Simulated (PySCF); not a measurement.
```json
{"atom": "C", "x (Å)": "-2.5079", "y (Å)": "-0.6670", "z (Å)": "0.0982"}
{"atom": "S", "x (Å)": "-1.7591", "y (Å)": "0.6644", "z (Å)": "-0.7219"}
{"atom": "O", "x (Å)": "-1.7351", "y (Å)": "1.8138", "z (Å)": "0.1701"}
{"atom": "C", "x (Å)": "-0.0812", "y (Å)": "-0.0885", "z (Å)": "-0.6440"}
{"atom": "C", "x (Å)": "0.8471", "y (Å)": "0.5000", "z (Å)": "0.0814"}
{"atom": "C", "x (Å)": "2.2396", "y (Å)": "-0.0299", "z (Å)": "0.2411"}
{"atom": "F", "x (Å)": "2.6100", "y (Å)": "-0.0820", "z (Å)": "1.5282"}
{"atom": "F", "x (Å)": "3.1435", "y (Å)": "0.7415", "z (Å)": "-0.3853"}
{"atom": "F", "x (Å)": "2.3874", "y (Å)": "-1.2674", "z (Å)": "-0.2541"}
{"atom": "H", "x (Å)": "-2.6958", "y (Å)": "-1.5494", "z (Å)": "-0.4832"}
{"atom": "H", "x (Å)": "-3.1401", "y (Å)": "-0.4538", "z (Å)": "0.9390"}
{"atom": "H", "x (Å)": "0.0453", "y (Å)": "-1.0017", "z (Å)": "-1.1994"}
{"atom": "H", "x (Å)": "0.6420", "y (Å)": "1.4205", "z (Å)": "0.6121"}
```

Geometry: GFN2-xTB.

Level of theory: UKS B3LYP, pcH-1 on C F H O S, non-relativistic, mean-field spin-orbit, GIAO in PySCF 2.14.0, density-fitted response routines.

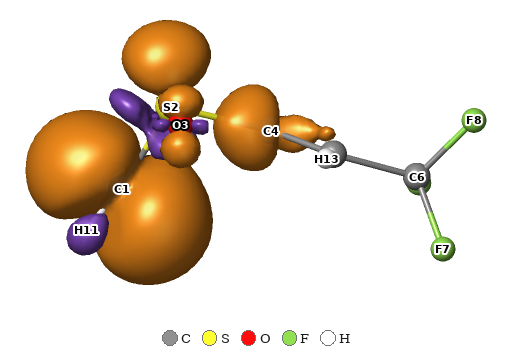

C₄H₄F₃OS (doublet). Isosurfaces of the spin density (α minus β) at +0.015 (orange) and −0.015 e/Å³ (purple), seen from one side.

Question: Where is the unpaired spin?

Answer: The unpaired spin (1 electron) lies mostly on C1 (about 0.7) and S2 (about 0.1), in electrons by Hirshfeld's partition.
